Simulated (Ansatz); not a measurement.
# NaLiHfN2: complex band structure, part 2 of 3

Aim: relax a made-up compound, NaLiHfN2, and see how good a tunnel barrier it would be. It is built by putting Na for part of the Li in the Li2HfN2 structure of space group P-3m1, with the volume rescaled by atomic radii. The parent structure comes from the Materials Project.

Ansatz 0.2.0; LDA DFT, plane waves, PAW files (the session's first sound run).

So far. Step 2 (Relaxing the new crystal): The largest force component on a free atom ends at 0.0028 eV/Å.

The structure was built from a prototype and need not be the compound's stable phase.

### Step 3. The bulk crystal and its band edges

The energy window and the wavevectors of the next steps follow from the band edges, so these are searched first, off the mesh as well.

The input, input.yaml:

```yaml
crystal:
  lattice:
    - [3.2403698411, 0.0, 0.0]
    - [-1.6201849205, 2.8062426, 0.0]
    - [0.0, 0.0, 6.3955696445]
  atoms:
    - { symbol: Li, position: [0.6666666667, 0.3333333333, 0.3128277902] }
    - { symbol: Na, position: [0.3333333333, 0.6666666667, 0.6200984836] }
    - { symbol: Hf, position: [0.0, 0.0, 0.0106195546] }
    - { symbol: "N", position: [0.6666666667, 0.3333333333, 0.8445125247] }
    - { symbol: "N", position: [0.3333333333, 0.6666666667, 0.2119416469] }
kpoints:
  mp_grid: { grid: [8, 8, 4] }
  band_path: { path: [VBM, CBM], npoints: 30 }
scf:
  occupations: { method: fixed }
hamiltonian:
  xc: lda
output:
  eigenvalues: true
  write_potential: true
  write_density: true
  volumetric_format: npy
  elf: true
```

Started as:

```bash
$ ansatz run input.yaml --threads 2 --pin off --max-ram 4096MiB --backend cpu --events-out ev --progress --plain --runs-dir out
```

Numbers of over 12 decimals in the logs are rounded to 6 here.

Output:

```text
[...]
Crystal: 5 atoms, lattice volume = 58.157 Å³
Basis set: ecut = 420 eV, 1137 PW (Γ)
Bands: 29, of which v1, the nominal top of the filled ones, is band 24 counted from 1 (23 counted from 0)
Symmetry: 6 space group operations
[...]
k-points: 35 of 256 (time reversal used)
[...]
SCF iter   1: F=—  HF=-17898.236120 eV  |F-HF|=—  |Δ(HF+E_count)|=         —  Δρ=1.23e-2  dr2=8.87e-2  ethr=1.77e-3  ⟨swp⟩=4.5  Hψ=3177  notcnv=0  defer=76
[...]
SCF iter   8: F=-17898.208036 eV  HF=-17898.208036 eV  |F-HF|=4.70e-8  |Δ(HF+E_count)|=   6.08e-8  Δρ=1.06e-5  dr2=8.53e-8  ethr=2.08e-10  ⟨swp⟩=6.9  Hψ=3642  notcnv=0
SCF 1 converged in 8 iterations: F = -17898.208036 eV  dr2 = 8.53e-8
[...]
NSCF: frozen V_eff on 34 k-points
[...]
SCF converged after 8 iterations
Free energy (F): -17898.208036 eV
[...]
Internal energy: -17898.208036 eV  (E = F + TS)
E sigma→0 (E₀):  -17898.208036 eV
Fermi energy:    11.170641 eV
[...]
--- Band table (eV; the first three rows and the last of 35) ---
  k-point 0: bands = [... 20 lower, 8.2646, 10.2989, 11.1706, 11.1706, 12.5161, 14.6500, 14.6500, 15.5090, ... 1 higher]
  k-point 1: bands = [... 20 lower, 8.2640, 9.4655, 11.1689, 11.1689, 13.3512, 14.6416, 14.6416, 15.5225, ... 1 higher]
  k-point 2: bands = [... 20 lower, 8.2636, 8.7079, 11.1683, 11.1683, 14.0460, 14.6334, 14.6334, 15.5329, ... 1 higher]
  k-point 34: bands = [... 20 lower, 8.1918, 9.0068, 9.3695, 9.8453, 14.5046, 15.1510, 15.9728, 16.5194, ... 1 higher]
```

Wall time 9.3 s (2 threads of Arm Neoverse V2, shared host); peak memory 0.35 GiB; 18 s of CPU time.

The column dr2 measures how far the density is from self-consistency, as an energy; F and HF (Harris–Foulkes) agree once it is small.

This step gave:

| Item | Value |
| --- | --- |
| Fermi energy | 11.17 eV |
| gap on the k-mesh | 1.345 eV |
| gap on path | 1.345 eV, by band count; negative where bands overlap |
| direct gap on path | 1.345 eV |
| edge places on path | 0, 0 1/A along the path |

Levels at VBM (eV): -4.89, -2.91, -2.91, -0.87, 0.00, 0.00, 1.35, 3.48, 3.48, 4.34, 7.62.

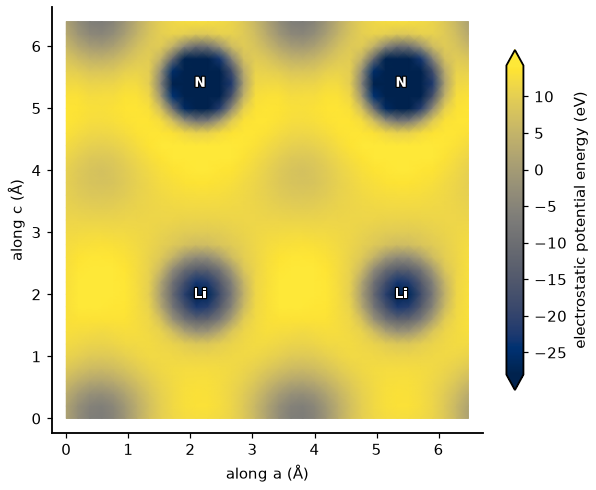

Electrostatic potential energy in the ac plane at fractional y = 0.333, with atoms of Li and N within 0.2 Å of it. With pseudopotentials it is smooth inside the atoms' cores, unlike the true potential.

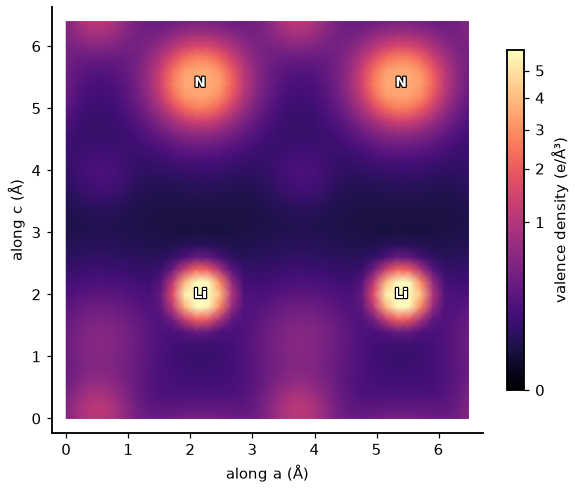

Valence density in the ac plane at fractional y = 0.333, with atoms of Li and N within 0.2 Å of it. It is the smooth field of the valence electrons, not physical close to the nuclei. The colour scale is stretched toward low values.

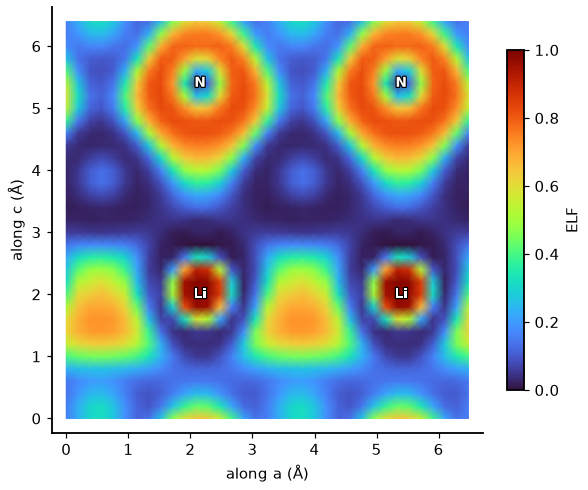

ELF in the ac plane at fractional y = 0.333, with atoms of Li and N within 0.2 Å of it. It is the smooth field of the valence electrons, not physical close to the nuclei.

The searched edges give 1.35 eV, as on the mesh.

### Step 4. Decaying states in the gap, plane (100), k-mesh 8×4×8

This step: LDA DFT, plane waves, PAW files; complex bands by layer matching along the plane's normal (Ansatz 0.2.0).

The same crystal is laid in a cell whose first two vectors span the (100) plane (indices of the standard conventional cell, whose axes can be ordered otherwise than in the bulk input). At fixed energy and wavevector in the plane the solver finds all kz, real and complex. A few wavevectors are listed, (0, 0) and (0.5, 0) in units of the plane's reciprocal vectors; the slowest state needn't be among them.

The input, input.yaml:

```yaml
crystal:
  lattice:
    - [3.240369841, 0.0, 0.0]
    - [0.0, 6.395569645, 0.0]
    - [1.620184921, 0.0, 2.8062426]
  atoms:
    - { symbol: Li, position: [0.6666666667, 0.3128277902, 0.6666666667] }
    - { symbol: Na, position: [0.3333333333, 0.6200984836, 0.3333333333] }
    - { symbol: Hf, position: [0.0, 0.0106195546, 0.0] }
    - { symbol: "N", position: [0.6666666667, 0.8445125247, 0.6666666667] }
    - { symbol: "N", position: [0.3333333333, 0.2119416469, 0.3333333333] }
kpoints:
  mp_grid: { grid: [8, 4, 8] }
scf:
  occupations: { method: fixed }
hamiltonian:
  xc: lda
output:
  eigenvalues: true
  transmission:
    leads: [[0, 0]]
    kpoints: [[0.0, 0.0], [0.5, 0.0]]
    e_range: [-1.0, 2.35]
    de: 0.08
```

Output:

```text
[...]
Crystal: 5 atoms, lattice volume = 58.157 Å³
Basis set: ecut = 420 eV, 1137 PW (Γ)
Bands: 29, of which v1, the nominal top of the filled ones, is band 24 counted from 1 (23 counted from 0)
Symmetry: 6 space group operations
[...]
k-points: 35 of 256 (time reversal used)
[...]
SCF iter   1: F=—  HF=-17898.236117 eV  |F-HF|=—  |Δ(HF+E_count)|=         —  Δρ=1.23e-2  dr2=8.87e-2  ethr=1.77e-3  ⟨swp⟩=4.4  Hψ=3182  notcnv=0  defer=76
[...]
SCF iter   8: F=-17898.208036 eV  HF=-17898.208036 eV  |F-HF|=4.73e-8  |Δ(HF+E_count)|=   6.02e-8  Δρ=1.06e-5  dr2=8.55e-8  ethr=2.08e-10  ⟨swp⟩=6.7  Hψ=3614  notcnv=0
SCF 1 converged in 8 iterations: F = -17898.208036 eV  dr2 = 8.55e-8
[...]
transmission: 4 of 8 steps passed
transmission: 8 of 8 steps passed
SCF converged after 8 iterations
Free energy (F): -17898.208036 eV
[...]
Internal energy: -17898.208036 eV  (E = F + TS)
E sigma→0 (E₀):  -17898.208036 eV
Fermi energy:    11.170641 eV
[...]
--- Band table (eV; the first three rows and the last of 35) ---
  k-point 0: bands = [... 20 lower, 8.2646, 10.2989, 11.1706, 11.1706, 12.5161, 14.6500, 14.6500, 15.5090, ... 1 higher]
  k-point 1: bands = [... 20 lower, 8.4151, 10.1726, 10.6075, 10.7992, 12.8744, 14.4409, 15.1521, 15.8739, ... 1 higher]
  k-point 2: bands = [... 20 lower, 8.6357, 8.6679, 10.2918, 10.7259, 13.5851, 13.9395, 16.0659, 16.3308, ... 1 higher]
  k-point 34: bands = [... 20 lower, 8.1918, 9.0068, 9.3695, 9.8453, 14.5046, 15.1510, 15.9728, 16.5194, ... 1 higher]
--- Transmission ---
  basis      : 183 plane waves across, 4 finite elements along
  points     : 2, as listed
  energies   : 42 from -1.000000 to 2.280000 eV about the Fermi level, 0.080000 eV apart; the leads are filled to 0.672742 eV, and channels, transmission and decay are at 0.680000 eV
  crystal 0  : Li1N2Hf1Na1, at the sites [0, 0], period 2.8062 Å: whole cells are its period
    offset         : up to 0.0000 Å between an atom of the period and one for which it stands
    channels       : 0.000000e0 a spin
    conductance    : none, the energies end too early or step too widely for 300 K: set another output.transmission.e_range or a lower de, or, where they end at an eighth of basis.ecutwfc, a higher one
    slowest decay  : 0.1728 /Å at (0.0000, 0.0000)
```

Wall time 17 s (2 threads); peak memory 0.53 GiB.

Numbers from this step:

```
level to which the leads are filled                       : 0.6727 eV from the Fermi level
decay constant at the filling level, zone centre          : 0.1728 Å⁻¹
decay constant at the filling level, slowest listed point : 0.1728 Å⁻¹
```

K parallel (0, 0); values up to 1.5 1/Å, a degenerate pair printed once or twice; energies at which all values exceed this have no row. Im kz of the slowest decaying states against energy, zero at the highest filled level on the SCF mesh:

```
energy (eV)  decay 1 (Å⁻¹)  decay 2 (Å⁻¹)  decay 3 (Å⁻¹)  decay 4 (Å⁻¹)
    -1.0000          0.109          0.146          0.295          0.795
    -0.7600          0.291          0.327          0.754           1.01
    -0.5200          0.349          0.458          0.711          0.986
    -0.2800          0.159          0.366          0.567          0.667
    -0.0400          0.254          0.378          0.620          0.665
     0.2800          0.124          0.202          0.326          0.388
     0.5200          0.159          0.259          0.364          0.391
     0.7600          0.177          0.294          0.390          0.393
     1.0000          0.174          0.317          0.384          0.395
     1.2400          0.120          0.331          0.347          0.371
     1.4800          0.319          0.338          0.349          0.468
     1.7200          0.309          0.309          0.338          0.521
     1.9600          0.225          0.304          0.333          0.503
     2.2800          0.299          0.318          0.475          0.550
```

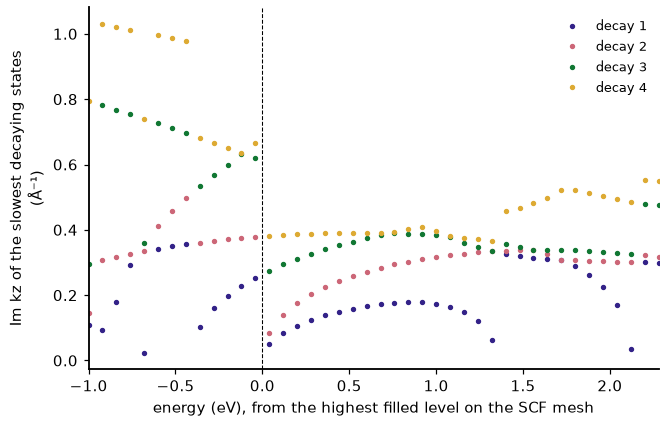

Im kz of the slowest decaying states against energy.

K parallel (0, 0). Table of Re kz of states that move upwards by energy, zero at the highest filled level on the SCF mesh:

```
energy (eV)  channel 1 (Å⁻¹)  channel 2 (Å⁻¹)  channel 3 (Å⁻¹)  channel 4 (Å⁻¹)
    -1.0000           -0.857           -0.280                -                -
    -0.7600           -0.751           -0.473           -0.230            0.160
    -0.5200           -0.624           -0.349           -0.196            0.317
    -0.2800           -0.235           -0.136                -                -
    -0.0400          -0.0804          -0.0479                -                -
     0.2800                -                -                -                -
     0.5200                -                -                -                -
     0.7600                -                -                -                -
     1.0000                -                -                -                -
     1.2400                -                -                -                -
     1.4800            0.158                -                -                -
     1.7200            0.288                -                -                -
     1.9600            0.390                -                -                -
     2.2800           -0.849            0.509                -                -
```

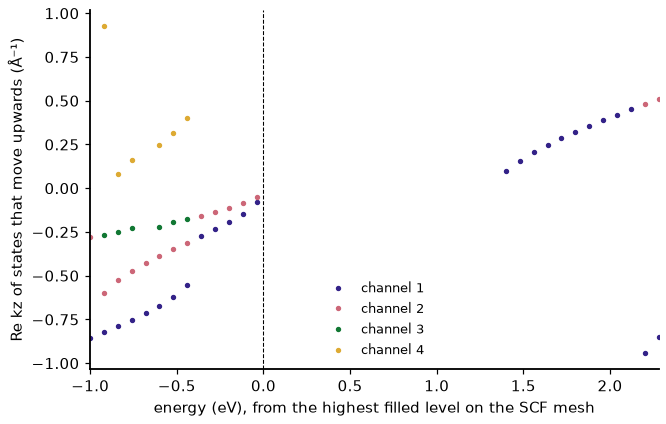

Re kz of states that move upwards, plotted against energy.

K parallel (0.5, 0); values up to 1.5 1/Å, a degenerate pair printed once or twice; energies at which all values exceed this have no row. Table of Im kz of the slowest decaying states by energy, zero at the highest filled level on the SCF mesh:

```
energy (eV)  decay 1 (Å⁻¹)  decay 2 (Å⁻¹)  decay 3 (Å⁻¹)  decay 4 (Å⁻¹)
    -1.0000          0.129          0.568           1.06           1.10
    -0.7600          0.129          0.394          0.669           1.02
    -0.5200          0.199          0.484          0.747          0.963
    -0.2800          0.237          0.541          0.856           1.14
    -0.0400          0.261          0.580          0.851           1.22
     0.2800          0.279          0.612          0.837           1.22
     0.5200          0.285          0.624          0.825           1.23
     0.7600          0.284          0.627          0.812           1.23
     1.0000          0.276          0.624          0.800           1.24
     1.2400          0.260          0.616          0.787           1.25
     1.4800          0.235          0.604          0.773           1.26
     1.7200          0.196          0.589          0.760           1.29
     1.9600          0.131          0.570          0.745           1.33
     2.2800          0.541          0.725           1.28           1.37
```

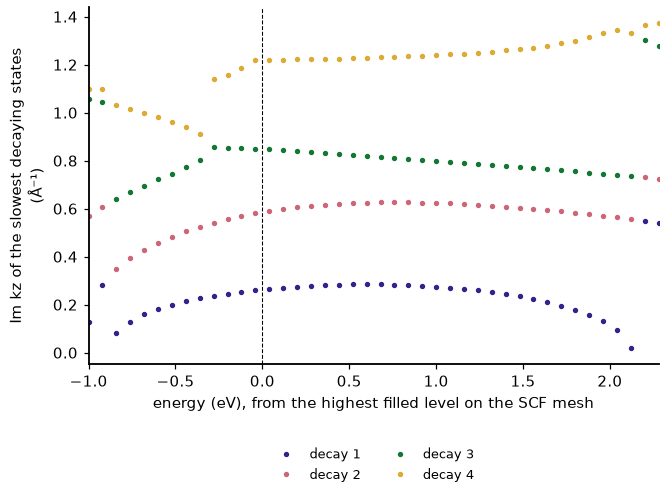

Im kz of the slowest decaying states, plotted against energy.

At the listed wavevectors the last open channel is at -0.04 eV and the next at +1.40 eV on the grid. At +0.68 eV, the grid energy nearest the filling level (the middle of the gap on the SCF mesh), the slowest state at the listed wavevectors decays with κ = 0.173 Å⁻¹, its amplitude falling by e over 5.8 Å. Through 1 nm of this crystal that state's transmission falls by exp(−2 × 0.173 Å⁻¹ × 10 Å) = 0.032.

### Step 5. Complex bands, plane (001), k-mesh 8×8×4

The same for the (001) plane, at (0, 0) and (0.5, 0), to see how the decay depends on direction.

input.yaml, the sections that differ from step 4:

```yaml
crystal:
  lattice:
    - [3.240369841, 0.0, 0.0]
    - [1.620184921, 2.8062426, 0.0]
    - [0.0, 0.0, 6.395569644]
  atoms:
    - { symbol: Li, position: [0.3333333333, 0.3333333333, 0.3128277902] }
    - { symbol: Na, position: [0.6666666667, 0.6666666667, 0.6200984836] }
    - { symbol: Hf, position: [0.0, 0.0, 0.0106195546] }
    - { symbol: "N", position: [0.3333333333, 0.3333333333, 0.8445125247] }
    - { symbol: "N", position: [0.6666666667, 0.6666666667, 0.2119416469] }
kpoints:
  mp_grid: { grid: [8, 8, 4] }
# scf, hamiltonian, output: as in step 4
```

Output:

```text
[...]
Crystal: 5 atoms, lattice volume = 58.157 Å³
Basis set: ecut = 420 eV, 1137 PW (Γ)
Bands: 29, of which v1, the nominal top of the filled ones, is band 24 counted from 1 (23 counted from 0)
Symmetry: 6 space group operations
[...]
k-points: 35 of 256 (time reversal used)
[...]
SCF iter   1: F=—  HF=-17898.236122 eV  |F-HF|=—  |Δ(HF+E_count)|=         —  Δρ=1.23e-2  dr2=8.87e-2  ethr=1.77e-3  ⟨swp⟩=4.5  Hψ=3177  notcnv=0  defer=76
[...]
SCF iter   8: F=-17898.208036 eV  HF=-17898.208036 eV  |F-HF|=4.70e-8  |Δ(HF+E_count)|=   6.07e-8  Δρ=1.06e-5  dr2=8.53e-8  ethr=2.08e-10  ⟨swp⟩=6.9  Hψ=3643  notcnv=0
SCF 1 converged in 8 iterations: F = -17898.208036 eV  dr2 = 8.53e-8
[...]
transmission: 10 of 20 steps passed
transmission: 20 of 20 steps passed
SCF converged after 8 iterations
Free energy (F): -17898.208036 eV
[...]
Internal energy: -17898.208036 eV  (E = F + TS)
E sigma→0 (E₀):  -17898.208036 eV
Fermi energy:    11.170641 eV
[...]
--- Band table (eV; the first three rows and the last of 35) ---
  k-point 0: bands = [... 20 lower, 8.2646, 10.2989, 11.1706, 11.1706, 12.5161, 14.6500, 14.6500, 15.5090, ... 1 higher]
  k-point 1: bands = [... 20 lower, 8.2640, 9.4655, 11.1689, 11.1689, 13.3512, 14.6416, 14.6416, 15.5225, ... 1 higher]
  k-point 2: bands = [... 20 lower, 8.2636, 8.7079, 11.1683, 11.1683, 14.0460, 14.6334, 14.6334, 15.5329, ... 1 higher]
  k-point 34: bands = [... 20 lower, 8.1918, 9.0068, 9.3695, 9.8453, 14.5046, 15.1510, 15.9728, 16.5194, ... 1 higher]
--- Transmission ---
  basis      : 85 plane waves across, 10 finite elements along
  points     : 2, as listed
[...]
crystal 0  : Na1N2Hf1Li1, at the sites [0, 0], period 6.3956 Å: whole cells are its period
[...]
channels       : 0.000000e0 a spin
[...]
slowest decay  : 0.1455 /Å at (0.0000, 0.0000)
```

Run time: 7.2 s. Hardware: 2 threads; peak memory 0.35 GiB; 11 s of CPU time.

This step gave:

| Property | Result |
| --- | --- |
| decay constant at the filling level, zone centre | 0.1454 Å⁻¹ |
| decay constant at the filling level, slowest listed point | 0.1455 Å⁻¹ |

K parallel (0, 0); values up to 1.5 1/Å, a degenerate pair printed once or twice; energies at which all values exceed this have no row. Im kz of the slowest decaying states against energy, zero at the highest filled level on the SCF mesh:

```
energy (eV)  decay 1 (Å⁻¹)  decay 2 (Å⁻¹)  decay 3 (Å⁻¹)  decay 4 (Å⁻¹)
    -1.0000           1.09           1.14           1.28           1.30
    -0.7600         0.0714           1.06           1.13           1.27
    -0.5200          0.117           1.01           1.10           1.25
    -0.2800          0.141          0.931           1.06           1.23
    -0.0400          0.154          0.667          0.992           1.21
     0.2800          0.158          0.976           1.18           1.23
     0.5200          0.153           1.01           1.16           1.21
     0.7600          0.140           1.03           1.14           1.20
     1.0000          0.116           1.04           1.12           1.18
     1.2400         0.0682           1.04           1.10           1.16
     1.4800           1.04           1.07           1.15              -
     1.7200           1.03           1.05           1.13              -
     1.9600           1.02           1.02           1.11              -
     2.2800          0.979           1.00           1.09              -
```

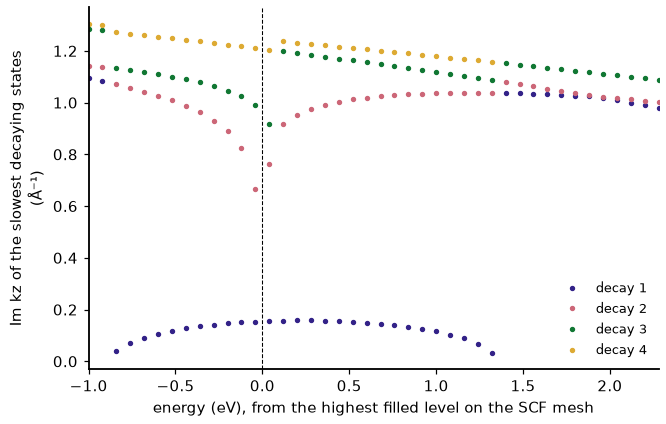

Im kz of the slowest decaying states, plotted against energy.

K parallel (0.5, 0); values up to 1.5 1/Å, a degenerate pair printed once or twice; energies at which all values exceed this have no row. Table of Im kz of the slowest decaying states by energy, zero at the highest filled level on the SCF mesh:

```
energy (eV)  decay 1 (Å⁻¹)  decay 2 (Å⁻¹)  decay 3 (Å⁻¹)  decay 4 (Å⁻¹)
    -1.0000          0.530          0.762           1.19              -
    -0.7600          0.178          0.514          0.736           1.32
    -0.5200          0.263          0.695          0.716           1.37
    -0.2800          0.310          0.697          0.777           1.37
    -0.0400          0.338          0.679          0.828           1.36
     0.2800          0.357          0.654          0.874           1.35
     0.5200          0.362          0.634          0.899           1.34
     0.7600          0.359          0.613          0.918           1.23
     1.0000          0.347          0.591          0.933           1.18
     1.2400          0.323          0.566          0.944           1.14
     1.4800          0.280          0.540          0.953           1.10
     1.7200          0.193          0.510          0.959           1.06
     1.9600          0.478          0.963           1.03           1.46
     2.2800          0.240          0.431          0.965          0.986
```

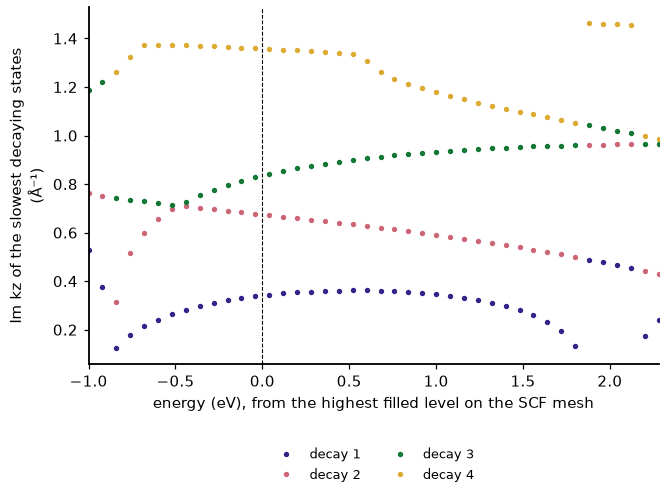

Im kz of the slowest decaying states against energy.

At the listed wavevectors the last open channel is at -0.92 eV and the next at +1.40 eV on the grid, wider than the gap, since narrow bands can fall between grid energies. At +0.68 eV, the grid energy nearest the filling level (the middle of the gap on the SCF mesh), the slowest state at the listed wavevectors decays with κ = 0.145 Å⁻¹, its amplitude falling by e over 6.9 Å; the first such run, plane (100), gave 0.173 Å⁻¹.

[end of part 2 of 3]

[Logs are printed without paths, hosts, clocks, repeated set-up lines and the standing remarks that a program may print on its own settings, such as how far it seeks lower states.]

[Hosts, paths, dates, database ids (printed as entryN), source tags and the programs' standing remarks are cut or masked in the printed files.]
